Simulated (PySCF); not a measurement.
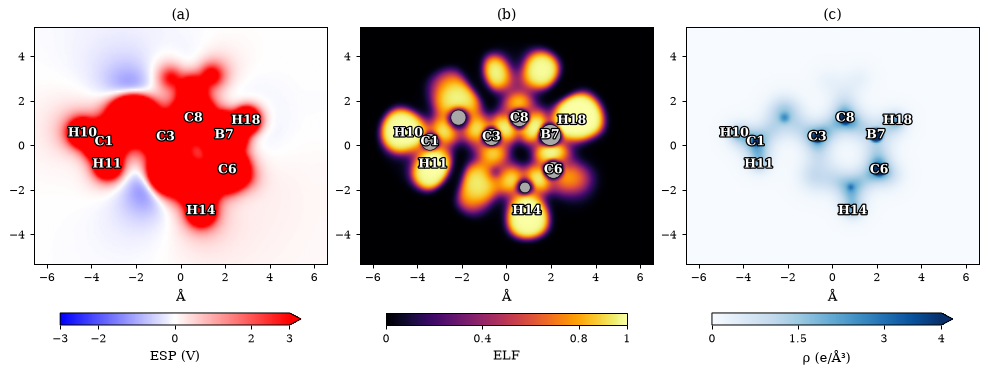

Figure 1: C$_{6}$H$_{13}$BS$_{2}$. (a) molecular electrostatic potential; (b) electron localisation function; (c) total electron density on the plane of atoms C6, B7 and H18. Grey discs cover the atomic cores in the ELF map.

Geometry: GFN2-xTB.

All numbers below come from PBE0/pcSseg-1, SCF density, gas phase, non-relativistic in PySCF 2.14.0.

```xyz
22

C     3.3507   -0.3779    0.3959
S     1.8750   -1.3423    0.8139
C     0.5892   -0.2320    0.1429
S     0.5717    1.3150    1.1310
C    -0.5913    2.2194    0.0676
C    -1.9771    1.5875    0.1155
B    -2.0340    0.0221   -0.0276
C    -0.7731   -0.9197    0.1428
C    -0.7619   -2.0843   -0.8609
H     4.2010   -0.9230    0.7918
H     3.2791    0.6005    0.8627
H     3.4333   -0.2885   -0.6844
H     0.8977    0.0431   -0.8701
H    -0.5925    3.2450    0.4362
H    -0.1831    2.2083   -0.9448
H    -2.4255    1.8156    1.0900
H    -2.6173    2.0876   -0.6173
H    -3.0752   -0.4857   -0.2014
H    -0.8945   -1.3634    1.1435
H    -0.6481   -1.7075   -1.8756
H    -1.6950   -2.6370   -0.8034
H     0.0607   -2.7634   -0.6499
```

### What do the fields say about this system?

- Atoms in the plane: C, B and H.
- C–C (1.53 Å): ρ is about 1.6 e/Å³ halfway; the ELF peaks at about 0.95 between the atoms: a covalent bond.
- C–B (1.57 Å): the density is about 1.4 e/Å³ at the midpoint; the ELF peaks at about 1 between the atoms (localised, covalent bonding).
- C–H (1.08 Å): the density is about 2 e/Å³ at the midpoint; the ELF climbs to about 1 towards the hydrogen, as it does in any bond to H (an ordinary covalent bond to hydrogen).
- B–H (1.17 Å): ρ at the midpoint is about 1.3 e/Å³; the ELF climbs to about 1 towards the hydrogen: a covalent bond by its length.
- The ELF also peaks beside S4 and S2, away from the bonds: lone-pair regions.
- Outside the dense part of the molecule the potential is most negative (−1.1 V) near S4, which lies off the plane.
